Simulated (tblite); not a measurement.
# C6H12BNO: the cost of one run

Computed with tblite 0.8.0 and PySCF 2.14.0, with density-fitted response routines of our own, on a single molecule, in the gas phase or a continuum. Atoms count from 0, in the outputs and in this text.

### Step 1. Starting geometry

21 atoms, charge 0, multiplicity 1; geometry from: force field or distance geometry start.

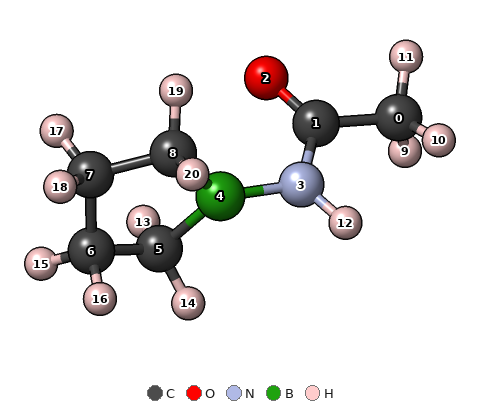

The starting geometry (carbon dark grey, oxygen red, nitrogen light blue, boron green, hydrogen pink), atoms numbered; sticks join atoms by distance.

### Step 2. Optimising the geometry with GFN2-xTB

The job: settings as JSON, then the geometry in Å.

```
{"job": {"kind": "relax", "xc": "GFN2-xTB", "basis": "xTB"}, "charge": 0, "multiplicity": 1}
C      3.660600     0.339500    -0.031900
C      2.178400     0.266700    -0.371500
O      1.783200     0.258200    -1.551300
N      1.310400     0.195600     0.752800
B     -0.195000     0.102200     0.525900
C     -0.946600    -1.309000     0.354700
C     -2.394000    -0.961000     0.290100
C     -2.462800     0.398500    -0.368100
C     -1.253100     1.170500     0.125000
H      4.080000    -0.702100    -0.007500
H      3.839000     0.804200     0.940000
H      4.115300     0.856800    -0.893300
H      1.687500     0.192400     1.751100
H     -0.624100    -1.810600    -0.601400
H     -0.632500    -1.908200     1.218500
H     -2.918400    -1.759100    -0.224800
H     -2.778000    -0.927000     1.336800
H     -2.567600     0.351400    -1.458600
H     -3.413000     0.846000     0.025100
H     -0.962900     1.843300    -0.698000
H     -1.515500     1.768500     1.040700
```

Started as:

```console
> OMP_NUM_THREADS=1 python probes_run.py task.json out
```

One launch serves the whole session: the jobs run in the order shown.

Q: Estimate the wall time and peak memory of this first job on 1 thread of Arm Neoverse N1, shared host.

About 1.8 s, with a peak of 0.18 GiB.
